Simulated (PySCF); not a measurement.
## Electronic structure of C$_{4}$H$_{9}$F$_{3}$Si$_{2}$ in real space

Input

```
{"job": {"kind": "nmr", "xc": "PBE0", "basis": "pcSseg-1"}, "charge": 0, "multiplicity": 1}
C      2.841723    -0.059038     0.373703
Si     1.646409    -0.202787    -1.065852
C     -0.015468     0.616438    -0.656636
C     -1.079895     0.132664     0.008537
Si    -2.638463     1.164686     0.290810
C     -1.093983    -1.271778     0.546463
F      0.121891    -1.707287     0.907835
F     -1.571895    -2.138849    -0.348757
F     -1.876074    -1.355108     1.633366
H      2.447499    -0.592604     1.250208
H      3.817587    -0.493331     0.108168
H      2.998628     0.995538     0.646591
H      2.175181     0.555847    -2.242298
H      1.443993    -1.622248    -1.476939
H     -0.114974     1.646711    -1.027235
H     -2.766498     1.559184     1.724528
H     -3.853739     0.395194    -0.106742
H     -2.505989     2.387563    -0.553691
```

Launched as:

```sh
OMP_NUM_THREADS=1 python probes_run.py task.json out
```

Geometry: PBE0-D3(BJ)/def2-SVP.

The calculation used PBE0/pcSseg-1, SCF density, gas phase, non-relativistic (PySCF).

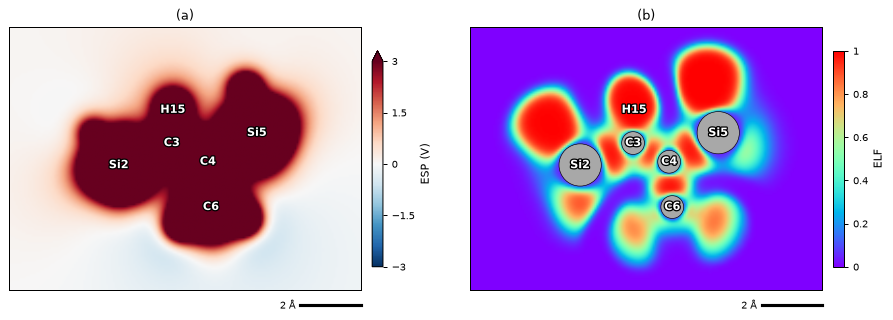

Figure 1. (a) electrostatic potential; (b) ELF on the plane of atoms C3, C4 and C6. Grey discs cover the atomic cores in the ELF map.

Q: Interpret the plot.

A: The section cuts through Si, C and H sites. C–C (1.35 Å): the ELF peaks at about 0.90 between the atoms; a short, multiple covalent bond. C–Si (1.90 Å): the ELF peaks at about 1 between the atoms, as expected for a shared electron pair. C–H (1.10 Å): the ELF climbs to about 1 towards the hydrogen, as it does in any bond to H; an ordinary covalent bond to hydrogen. C–C (1.50 Å): the ELF peaks at about 1 between the atoms: a covalent bond. The ELF also peaks beside F7 and F9, away from the bonds: lone-pair regions. Outside the dense part of the molecule the potential is most negative (−0.6 V) near F9, which lies off the plane.

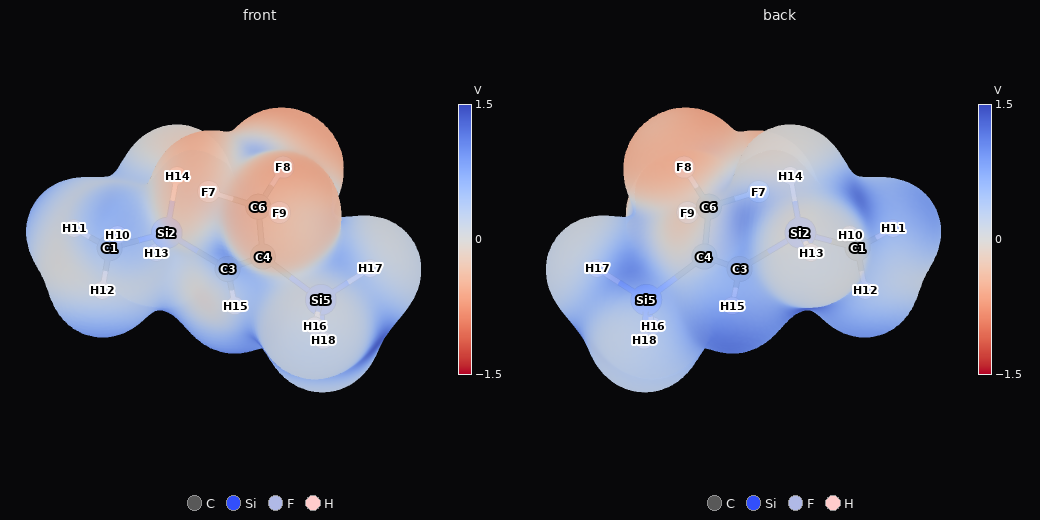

Figure 2. The electrostatic potential painted on the density surface at 0.002 e/bohr³, seen from the front and from behind; the colour scale runs from red (negative) to blue (positive).

Q: Where is the surface potential most negative and most positive?

A: The most negative region (about −0.6 V) lies over F8 and F9, the most positive (about +1.2 V) over Si2 and Si5.

Q: How polar is the molecule by this calculation?

A: Its dipole moment is 2.01 D.
